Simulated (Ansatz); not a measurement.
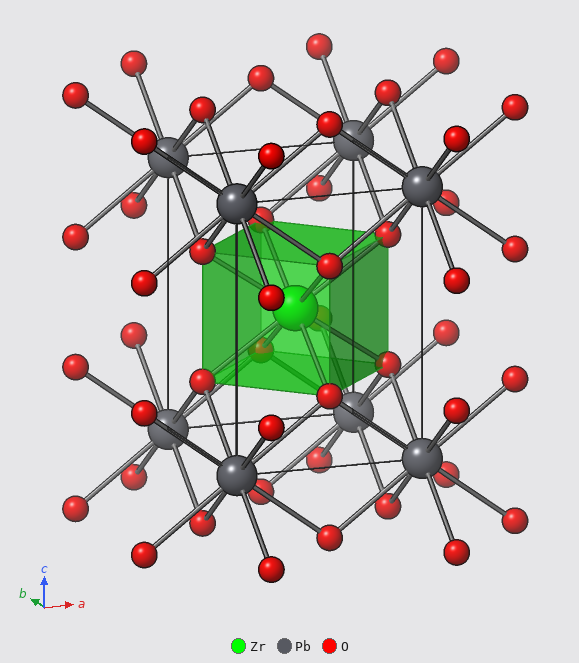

View slightly off an axis, drawn as a polyhedral model. The edges of the conventional unit cell are marked. Some atoms of the next cells are drawn as well.

ZrPbO4, space group P4/mmm (No. 123), a = 3.715 Å, b = 3.715 Å, c = 5.273 Å, α = 90.00°, β = 90.00°, γ = 90.00°. The initial geometry was a structure type filled with these elements by a generator (whether the compound takes this form wasn't checked). Earlier steps of the study, as a rule a relaxation of our own, may have changed the cell and positions, so they can lie some per cent off the listed ones. A calculation with Ansatz used it as input.

This one geometry was computed with Ansatz (DFT, plane waves, PAW) at three levels of theory: r2SCAN, PBE with spin-orbit coupling and PBE.

Which level gives the highest pressure at this volume, and what does that say about its equilibrium volume?

Highest: PBE with spin-orbit coupling (-0.2 GPa) and PBE (0.0 GPa), which points to the largest equilibrium volume. Lowest, with the smallest volume: r2SCAN (-5.9 GPa). Levels within 0.5 GPa of each other can't be told apart.

How does the band gap change with the level of theory?

All levels give a metal.

Collect the results in a table.

| level | cutoff (eV) | k-mesh of the run's cell | gap (eV) | pressure (GPa) |
| --- | --- | --- | --- | --- |
| r2SCAN | 500 | 10×10×8 | metal | -5.9 |
| PBE with spin-orbit coupling | 420 | 10×10×8 | metal | -0.2 |
| PBE | 420 | 10×10×8 | metal | 0.0 |

Gaps are taken on the k-mesh or band path of each run.
